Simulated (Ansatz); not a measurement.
# NbSi2: valence-band photoemission, part 2 of 3

Aim: the valence spectrum of NbSi2 from He I to hard X-rays, and which orbitals make each feature.

Ansatz 0.2.0; DFT, PBE, plane-wave PAW, default files, scalar-relativistic (the session's first sound run).

So far, pressure (GPa): step 2 (the base run) 0.224.

## Step 3: With spin–orbit coupling

This step: DFT, PBE, plane-wave PAW, default files, with spin-orbit coupling (Ansatz 0.2.0).

Spin–orbit coupling splits and shifts levels of heavy atoms, so the bands are solved again with spinors.

The input, input.yaml:

```yaml
crystal:
  lattice:
    - [4.819, 0.0, 0.0]
    - [-2.4095, 4.1733764208, 0.0]
    - [0.0, 0.0, 6.592]
  atoms:
    - { symbol: Nb, position: [0.0, 0.5, 0.1666666667] }
    - { symbol: Nb, position: [0.5, 0.5, 0.8333333333] }
    - { symbol: Nb, position: [0.5, 0.0, 0.5] }
    - { symbol: Si, position: [0.3198, 0.1599, 0.1666666667] }
    - { symbol: Si, position: [0.1599, 0.8401, 0.8333333333] }
    - { symbol: Si, position: [0.8401, 0.6802, 0.5] }
    - { symbol: Si, position: [0.6802, 0.8401, 0.1666666667] }
    - { symbol: Si, position: [0.8401, 0.1599, 0.8333333333] }
    - { symbol: Si, position: [0.1599, 0.3198, 0.5] }
kpoints:
  mp_grid: { grid: [12, 12, 6] }
  band_path:
    path:
      - [[0.0, 0.0, 0.0], [0.5, 0.0, 0.0], [0.333333, 0.333333, 0.0], [0.0, 0.0, 0.0], [0.0, 0.0, 0.5], [0.5, 0.0, 0.5], [0.333333, 0.333333, 0.5], [0.0, 0.0, 0.5]]
      - [[0.5, 0.0, 0.5], [0.5, 0.0, 0.0]]
      - [[0.333333, 0.333333, 0.5], [0.333333, 0.333333, 0.0]]
    npoints: 10
scf:
  occupations: { method: fermi_dirac, width: 0.05 }
  n_extra_bands: 44
hamiltonian:
  xc: pbe
  pseudopotentials: { kind: paw_fr }
output:
  forces: true
  stress: true
  dos:
    projected: true
    de: 0.05
    e_range: [-30, 12]
    nscf_kmesh: { grid: [12, 12, 8] }
    method: { smearing: { sigma: 0.08, scheme: gaussian } }
  fatbands: true
magnetization:
  noncollinear: true
  spin_orbit: true
```

The run is started by

```sh
$ ansatz run input.yaml --threads 2 --pin off --max-ram 4096MiB --backend cpu --events-out ev --progress --plain --runs-dir out
```

Numbers of over 12 decimals in the logs are rounded to 6 here.

Output:

```text
scf.n_extra_bands = 44 over 63 filled bands (N_el = 63.0): the run solves 107 bands
Engine: ansatz 0.2.0, aarch64-unknown-linux-gnu
Pseudopotentials: kind: paw_fr
Pseudopotential: Nb, paw_fr, valence charge 13, recommended cutoff 420 eV (normal), Nb.paw.azcp#standard-fr
Pseudopotential: Si, paw_fr, valence charge 4, recommended cutoff 420 eV (normal), Si.paw.azcp#standard-fr
Functional definition: PBE
  parameter kappa = 0.804
  parameter beta = 0.066725
  exchange = pbe_x(kappa = kappa, mu = beta*pi^2/3)
  correlation = pbe_c(beta = beta)
non-collinear run that drives no moment, with spin-orbit: no starting moment large enough to seed its density (crystal.atoms[].spin), no starting occupations that ask for one, no magnetisation constraint and no magnetic field, so the semilocal B_xc is pinned to zero
Crystal: 9 atoms, lattice volume = 132.575 Å³
Basis set: ecut = 420 eV, 2555 PW (Γ), exchange–correlation on 72×72×90 points (8 copies of the dense FFT grid, shifted against one another)
Bands: 107, of which v1, the nominal top of the filled ones, is band 63 counted from 1 (62 counted from 0)
Symmetry: 12 space group operations + 12 with time reversal
Magnetic group: BNS 180.168 (UNI 1398), of the structure as read, at distance tolerance 5.1e-5 Å
k-points: 76 of 864 (time reversal used)
Projection manifold: j_resolved (fully-relativistic pseudo-atomic orbitals)
Non-local potential: Nb, projectors of the file, l = 0: 3, l = 1: 4, l = 2: 4, l = 3: 2
Non-local potential: Si, projectors of the file, l = 0: 2, l = 1: 4, l = 2: 4
PAW form: soft (Blöchl's): semilocal exchange-correlation on the pseudo side does not see the compensation charge
PAW one-centre angular grid: Nb, 590 points (default); XC on 64 Gauss nodes
PAW one-centre angular grid: Si, 110 points (default); XC on 64 Gauss nodes
Initial density: superposition of atomic densities (chi_scale 0.1, normalization cell, long waves kept (reshape's long-wave potential 0.00 eV rms))
Initial wavefunctions: pseudopotential atomic-orbital guess
Functional: x = pbe(κ = 0.804, μ = 0.219515), c = pbe(β = 0.066725)
SCF iter   1: F=—  HF=-17481.427507 eV  |F-HF|=—  |Δ(HF+E_count)|=         —  Δρ=5.87e-2  dr2=6.29e0  dr2_m=0.00e0 (ungated)  ethr=3.10e-3  |M|=0.00e0 ∫|m|=0.00e0 μB  |m|>n=0.0e0 m-floor=0.0e0 τ_xc=0.0e0  β_m=0.30  ⟨swp⟩=5.0  Hψ=36481  notcnv=0  defer=1019
preconditioner: auto → Kerker (q_TF=auto, 2.410 Å⁻¹)  [metal: Δε(μ)=0.031 eV  Ē_g=9.247 eV  σ=0.050 eV  W_gap=0.15  n_scr=22 (ndim 8)  ℏωp=20.1 eV  f_vac=0.000  D(μ)=3.27/eV (n_scr^D=22)]
spin=Noncollinear: Kerker preconditioning applied to the charge; magnetization (m_x, m_y, m_z) channels mix plain (no charge-response kernel on spin).
SCF iter   2: F=—  HF=-17480.378332 eV  |F-HF|=—  |Δ(HF+E_count)|=    1.05e0  Δρ=3.95e-2  dr2=2.38e0  dr2_m=0.00e0 (ungated)  ethr=3.10e-3  |M|=0.00e0 ∫|m|=0.00e0 μB  |m|>n=0.0e0 m-floor=0.0e0 τ_xc=0.0e0  β_m=0.55  ⟨swp⟩=2.1  Hψ=10311  notcnv=0  defer=2582
SCF iter   3: F=—  HF=-17479.786583 eV  |F-HF|=—  |Δ(HF+E_count)|=   5.92e-1  Δρ=1.11e-2  dr2=1.58e-1  dr2_m=0.00e0 (ungated)  ethr=3.10e-3  |M|=0.00e0 ∫|m|=0.00e0 μB  |m|>n=0.0e0 m-floor=0.0e0 τ_xc=0.0e0  β_m=0.77  ⟨swp⟩=3.0  Hψ=10936  notcnv=0  defer=2586
SCF iter   4: F=—  HF=-17479.756195 eV  |F-HF|=—  |Δ(HF+E_count)|=   3.04e-2  Δρ=2.44e-3  dr2=1.15e-2  dr2_m=0.00e0 (ungated)  ethr=2.50e-4  |M|=0.00e0 ∫|m|=0.00e0 μB  |m|>n=0.0e0 m-floor=0.0e0 τ_xc=0.0e0  β_m=0.89  ⟨swp⟩=3.0  Hψ=12496  notcnv=0  defer=2624
SCF iter   5: F=—  HF=-17479.753336 eV  |F-HF|=—  |Δ(HF+E_count)|=   2.86e-3  Δρ=1.97e-4  dr2=4.25e-5  dr2_m=0.00e0 (ungated)  ethr=1.83e-5  |M|=0.00e0 ∫|m|=0.00e0 μB  |m|>n=0.0e0 m-floor=0.0e0 τ_xc=0.0e0  β_m=0.94  ⟨swp⟩=2.8  Hψ=10512  notcnv=0  defer=2624
SCF iter   6: F=—  HF=-17479.753254 eV  |F-HF|=—  |Δ(HF+E_count)|=   8.17e-5  Δρ=3.91e-5  dr2=2.09e-6  dr2_m=0.00e0 (ungated)  ethr=6.75e-8  |M|=0.00e0 ∫|m|=0.00e0 μB  |m|>n=0.0e0 m-floor=0.0e0 τ_xc=0.0e0  β_m=0.97  ⟨swp⟩=2.6  Hψ=10439  notcnv=0  defer=2624
SCF iter   7: F=-17479.753254 eV  HF=-17479.753254 eV  |F-HF|=3.83e-8  |Δ(HF+E_count)|=   1.82e-8  Δρ=6.88e-6  dr2=7.58e-8  dr2_m=0.00e0 (ungated)  ethr=1.59e-10  |M|=0.00e0 ∫|m|=0.00e0 μB  |m|>n=0.0e0 m-floor=0.0e0 τ_xc=0.0e0  ⟨swp⟩=9.7  Hψ=46488  notcnv=0
SCF 1 converged in 7 iterations: F = -17479.753254 eV  dr2 = 7.58e-8
[...]
NSCF: frozen V_eff on 93 k-points
NSCF: frozen V_eff on 95 k-points
```

Wall time 12 min (2 threads of Arm Neoverse V2, shared host); peak memory 2.1 GiB.

The run was cut off at the time limit after its SCF cycle had converged; no result of it is taken.

## Step 4: With r²SCAN

This step: DFT, r2SCAN, plane-wave PAW, default files, scalar-relativistic (Ansatz 0.2.0).

The run is repeated with r²SCAN on the same cell, to see how much the levels hang on the functional.

Edit input.yaml of step 3 so:

```diff
@@ -25,6 +25,6 @@
   occupations: { method: fermi_dirac, width: 0.05 }
-  n_extra_bands: 44
+  n_extra_bands: 22
 hamiltonian:
-  xc: pbe
-  pseudopotentials: { kind: paw_fr }
+  xc: r2scan
+  pseudopotentials: { kind: paw }
 output:
@@ -37,6 +37,2 @@
     nscf_kmesh: { grid: [12, 12, 8] }
-    method: { smearing: { sigma: 0.08, scheme: gaussian } }
   fatbands: true
-magnetization:
-  noncollinear: true
-  spin_orbit: true
```

Output:

```text
[...]
Crystal: 9 atoms, lattice volume = 132.575 Å³
Basis set: ecut = 500 eV, 3355 PW (Γ), exchange–correlation on 144×144×200 points (64 copies of the dense FFT grid, shifted against one another)
Bands: 54, of which v1, the nominal top of the filled ones, is band 32 counted from 1 (31 counted from 0)
Symmetry: 12 space group operations
[...]
k-points: 76 of 864 (time reversal used)
[...]
SCF iter   1: F=—  HF=-17529.991109 eV  |F-HF|=—  |Δ(HF+E_count)|=         —  Δρ=7.52e-3  dr2=4.57e-2  dr2_τ=8.16e-2  ethr=1.77e-3  ⟨swp⟩=5.6  Hψ=17849  notcnv=0  defer=331
[...]
SCF iter   7: F=-17530.094629 eV  HF=-17530.094629 eV  |F-HF|=2.40e-9  |Δ(HF+E_count)|=   1.29e-7  Δρ=2.39e-6  dr2=8.89e-9  dr2_τ=1.13e-9  ethr=1.59e-10  ⟨swp⟩=10.8  Hψ=19917  notcnv=0
SCF 1 converged in 7 iterations: F = -17530.094629 eV  dr2 = 8.89e-9
[...]
NSCF: frozen V_eff on 93 k-points
[...]
SCF converged after 7 iterations
Free energy (F): -17530.094629 eV
[...]
Internal energy: -17530.066202 eV  (E = F + TS)
E sigma→0 (E₀):  -17530.080415 eV
Entropy (-TS):   -0.028427 eV (-3.159 meV/atom)
Fermi energy:    14.379958 eV
[...]
--- Forces (eV/Å), atoms counted from 1 ---
  atom   1  Nb     0.00000000     0.00000000     0.00000000
  atom   2  Nb    -0.00000000    -0.00000000    -0.00000000
  atom   3  Nb     0.00000000     0.00000000    -0.00000000
  atom   4  Si    -0.13838757    -0.07989810     0.00000000
  atom   5  Si    -0.13838757     0.07989810    -0.00000000
  atom   6  Si     0.00000000     0.15979620     0.00000000
  atom   7  Si     0.13838757     0.07989810     0.00000000
  atom   8  Si     0.13838757    -0.07989810     0.00000000
  atom   9  Si     0.00000000    -0.15979620     0.00000000
  max |Σ_I F_I| component: 2.78e-17 eV/Å
--- Stress (GPa, compression-positive) ---
       -2.360978       0.000000       0.000000
        0.000000      -2.360978       0.000000
        0.000000       0.000000      -1.353378
  P = ⅓ Tr σ = -2.0251 GPa (-20.251 kbar)
--- Band table (eV; the first three rows and the last of 76) ---
  k-point 0: bands = [... 28 lower, 12.0697, 12.2698, 12.2698, 13.1126, 15.2465, 17.6914, 17.8845, 17.8845, ... 18 higher]
  k-point 1: bands = [... 28 lower, 12.3161, 12.3782, 12.8416, 13.0582, 15.5100, 17.5601, 17.7835, 17.8771, ... 18 higher]
  k-point 2: bands = [... 28 lower, 12.5311, 12.5578, 12.9327, 14.2190, 15.8538, 17.2751, 17.7268, 17.8387, ... 18 higher]
  k-point 75: bands = [... 28 lower, 13.5758, 13.5758, 14.2258, 14.2258, 15.2812, 16.4845, 16.6254, 16.6254, ... 18 higher]
```

Wall time 2.6 min (2 threads); peak memory 0.93 GiB; 5.2 min of CPU time.

Numbers from this step:

- free energy: -17530.0946 eV
- energy at zero smearing: -17530.0804 eV
- smearing term TS: 0.02843 eV
- Fermi energy: 14.38 eV
- pressure: -2.025 GPa
- share of occupied states in no projected shell: 0.0148 of the occupied states in the window
- DOS at the Fermi level: 3.491 states/eV/cell

Electronic bands along the path, in eV, zero at the Fermi level; # counts the bands kept:

```tsv
point	#17	#18	#19	#20	#21	#22	#23	#24
Γ	-2.30	-2.10	-2.10	-1.26	0.88	3.32	3.51	3.51
M	-1.08	-0.71	-0.10	-0.01	0.81	1.25	1.62	2.15
K	-1.63	-1.63	0.36	0.36	0.45	2.18	2.18	2.27
Γ	-2.30	-2.10	-2.10	-1.26	0.88	3.32	3.51	3.51
A	-1.74	-1.61	-1.61	1.06	1.06	2.95	2.95	3.38
L	-1.90	-1.72	-0.66	-0.30	1.50	1.90	2.44	2.54
H	-0.80	-0.80	-0.15	-0.15	0.91	2.11	2.25	2.25
A	-1.74	-1.61	-1.61	1.06	1.06	2.95	2.95	3.38
jump to L	-1.90	-1.72	-0.66	-0.30	1.50	1.90	2.44	2.54
M	-1.08	-0.71	-0.10	-0.01	0.81	1.25	1.62	2.15
jump to H	-0.80	-0.80	-0.15	-0.15	0.91	2.11	2.25	2.25
K	-1.63	-1.63	0.36	0.36	0.45	2.18	2.18	2.27
```

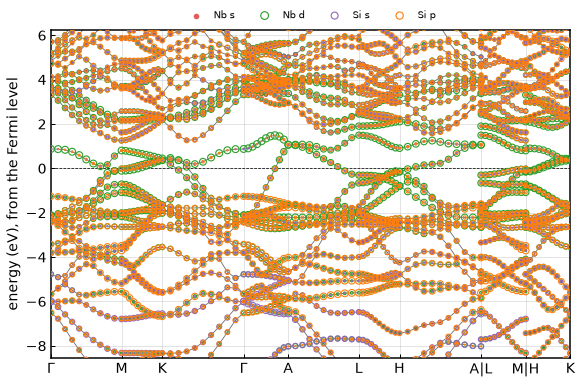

Electronic bands along the path; dots are coloured as in the legend, and their area grows with the weight.

Side by side:

```tsv
quantity	this run	base run	difference
DOS at the Fermi level (states/eV/cell)	3.4915	3.7698	-0.278
```

Of the bands kept, 2 cross the Fermi level on this path.

## Step 5: With RPBE

This step: DFT, RPBE, plane-wave PAW, default files, scalar-relativistic (Ansatz 0.2.0).

The run is repeated with RPBE on the same cell, to see how much the levels hang on the functional.

Edit input.yaml of step 4 so:

```diff
@@ -27,3 +27,3 @@
 hamiltonian:
-  xc: r2scan
+  xc: rpbe
   pseudopotentials: { kind: paw }
```

Output:

```text
[...]
Crystal: 9 atoms, lattice volume = 132.575 Å³
Basis set: ecut = 420 eV, 2555 PW (Γ), exchange–correlation on 72×72×90 points (8 copies of the dense FFT grid, shifted against one another)
Bands: 54, of which v1, the nominal top of the filled ones, is band 32 counted from 1 (31 counted from 0)
Symmetry: 12 space group operations
[...]
k-points: 76 of 864 (time reversal used)
[...]
SCF iter   1: F=—  HF=-17515.696482 eV  |F-HF|=—  |Δ(HF+E_count)|=         —  Δρ=4.97e-3  dr2=2.75e-2  ethr=1.77e-3  ⟨swp⟩=5.1  Hψ=17453  notcnv=0  defer=463
[...]
SCF iter   6: F=-17515.696224 eV  HF=-17515.696224 eV  |F-HF|=1.00e-9  |Δ(HF+E_count)|=   7.18e-9  Δρ=1.74e-6  dr2=4.30e-9  ethr=1.49e-10  ⟨swp⟩=8.6  Hψ=19813  notcnv=0
SCF 1 converged in 6 iterations: F = -17515.696224 eV  dr2 = 4.30e-9
[...]
SCF converged after 6 iterations
Free energy (F): -17515.696224 eV
[...]
Internal energy: -17515.665140 eV  (E = F + TS)
E sigma→0 (E₀):  -17515.680682 eV
Entropy (-TS):   -0.031085 eV (-3.454 meV/atom)
Fermi energy:    14.436212 eV
[...]
--- Forces (eV/Å), atoms counted from 1 ---
  atom   1  Nb    -0.00000000    -0.00000000     0.00000000
  atom   2  Nb     0.00000000    -0.00000000     0.00000000
  atom   3  Nb     0.00000000     0.00000000    -0.00000000
  atom   4  Si    -0.07577567    -0.04374910     0.00000000
  atom   5  Si    -0.07577567     0.04374910    -0.00000000
  atom   6  Si     0.00000000     0.08749821     0.00000000
  atom   7  Si     0.07577567     0.04374910     0.00000000
  atom   8  Si     0.07577567    -0.04374910    -0.00000000
  atom   9  Si     0.00000000    -0.08749821    -0.00000000
  max |Σ_I F_I| component: 5.55e-17 eV/Å
--- Stress (GPa, compression-positive) ---
        1.876382      -0.000000       0.000000
       -0.000000       1.876382       0.000000
        0.000000       0.000000       3.925531
  P = ⅓ Tr σ = 2.5594 GPa (25.594 kbar)
--- Band table (eV; the first three rows and the last of 76) ---
  k-point 0: bands = [... 28 lower, 12.2793, 12.4812, 12.4812, 13.3468, 15.2068, 17.5829, 17.6883, 17.7062, ... 18 higher]
  k-point 1: bands = [... 28 lower, 12.5538, 12.6031, 12.9681, 13.2963, 15.4594, 17.4081, 17.6489, 17.7038, ... 18 higher]
  k-point 2: bands = [... 28 lower, 12.7891, 12.7936, 13.1770, 14.2663, 15.7865, 17.1384, 17.5798, 17.6979, ... 18 higher]
  k-point 75: bands = [... 28 lower, 13.6914, 13.6914, 14.2816, 14.2816, 15.2489, 16.4117, 16.5690, 16.5690, ... 18 higher]
```

Elapsed: 88 s, on 2 threads; peak memory 0.66 GiB.

Numbers from this step:

- free energy: -17515.6962 eV
- energy at zero smearing: -17515.6807 eV
- smearing term TS: 0.03108 eV
- Fermi energy: 14.44 eV
- pressure: 2.559 GPa
- share of occupied states in no projected shell: 0.0141 of the occupied states in the window
- DOS at the Fermi level: 3.760 states/eV/cell

The electronic bands at the labelled points (eV, zero at the Fermi level; # counts the bands kept):

```tsv
point	#17	#18	#19	#20	#21	#22	#23	#24
Γ	-2.15	-1.95	-1.95	-1.08	0.78	3.15	3.26	3.27
M	-1.02	-0.69	-0.10	0.03	0.75	1.20	1.53	2.02
K	-1.55	-1.55	0.35	0.35	0.43	2.06	2.06	2.11
Γ	-2.15	-1.95	-1.95	-1.08	0.78	3.15	3.26	3.27
A	-1.54	-1.43	-1.43	0.97	0.97	2.76	2.76	3.19
L	-1.80	-1.62	-0.62	-0.27	1.40	1.78	2.28	2.36
H	-0.74	-0.74	-0.15	-0.15	0.82	1.98	2.14	2.14
A	-1.54	-1.43	-1.43	0.97	0.97	2.76	2.76	3.19
jump to L	-1.80	-1.62	-0.62	-0.27	1.40	1.78	2.28	2.36
M	-1.02	-0.69	-0.10	0.03	0.75	1.20	1.53	2.02
jump to H	-0.74	-0.74	-0.15	-0.15	0.82	1.98	2.14	2.14
K	-1.55	-1.55	0.35	0.35	0.43	2.06	2.06	2.11
```

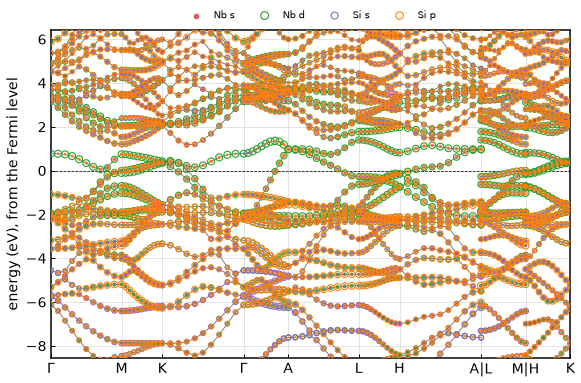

Electronic bands along the path; dots are coloured as in the legend, and their area grows with the weight.

The two runs compared:

```tsv
quantity	this run	base run	difference
DOS at the Fermi level (states/eV/cell)	3.7597	3.7698	-0.0101
```

Of the bands kept, 2 cross the Fermi level on this path.

[end of part 2 of 3]

[Logs are printed without paths, hosts, clocks, repeated set-up lines and the standing remarks that a program may print on its own settings, such as how far it seeks lower states.]

[Hosts, paths, dates, database ids (printed as entryN), source tags and the programs' standing remarks are cut or masked in the printed files.]

[Maps of the electrostatic potential energy from Ansatz leave out the sawtooth potential of an applied field or a dipole correction, so their vacuum need not be flat; work functions include it.]

[Peak lists hold at most the 14 tallest peaks of each spectrum; further lines can be left out.]
